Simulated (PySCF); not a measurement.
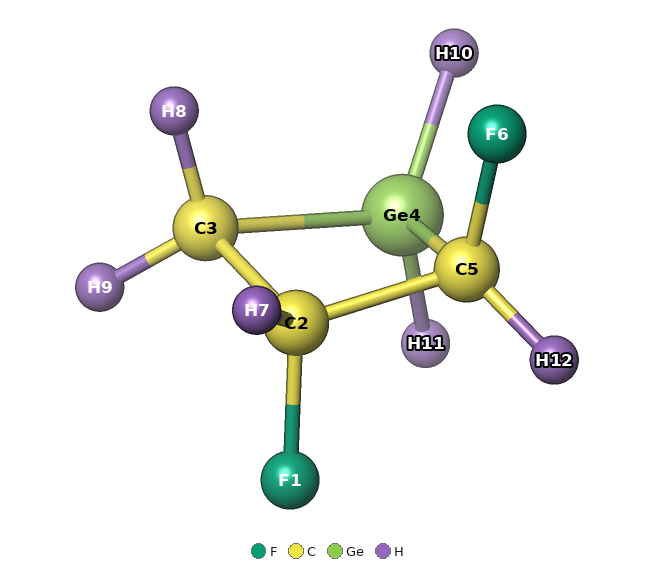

Distant atoms are faded towards the background colour. Computed geometry: PBE0-D3(BJ)/def2-SVP optimisation. No frequency run is at hand to confirm it as a minimum.

Question: How is the 4-membered ring C2–C3–Ge4–C5 puckered?

Answer: It is puckered (butterfly). The Cremer–Pople amplitude Q is 0.32 Å.

Question: Give the torsion angles round the ring, beginning with the bond from its second to its third atom.

Answer: −19°, 19°, −24°, 25°.
